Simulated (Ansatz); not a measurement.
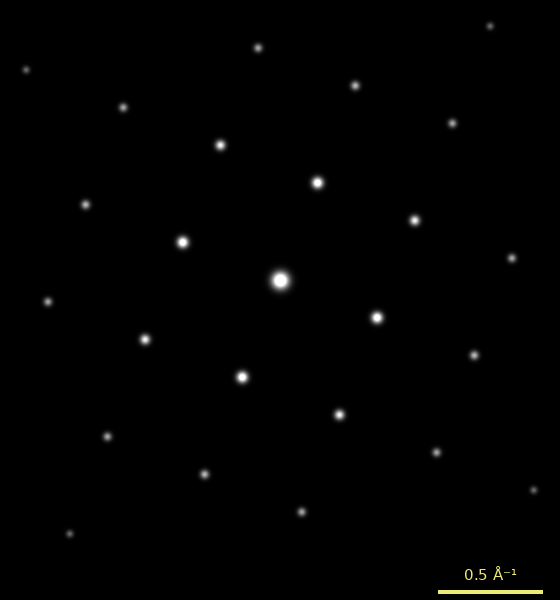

Kinematic zone-axis pattern, calculated for 80 keV electrons with B = 0.8 Å².

What net do the spots form, and what spacings does it show?

Answer. The spots form a square net with both shortest vectors at d = 1.99 Å, 90.0° apart.

What is the point symmetry of the pattern, intensities included?

Answer. 4mm. A fourfold pattern needs a tetragonal or cubic crystal seen along a 4 or -4 axis.

What was simulated?

Answer. This cannot be fixed from one zone alone; the pattern is [001] of Ge, space group Fd-3m (No. 227), a = 5.630 Å. The net vectors are 2 -2 0 and 2 2 0. Structure: the input geometry of an electronic-structure calculation (not necessarily at equilibrium).
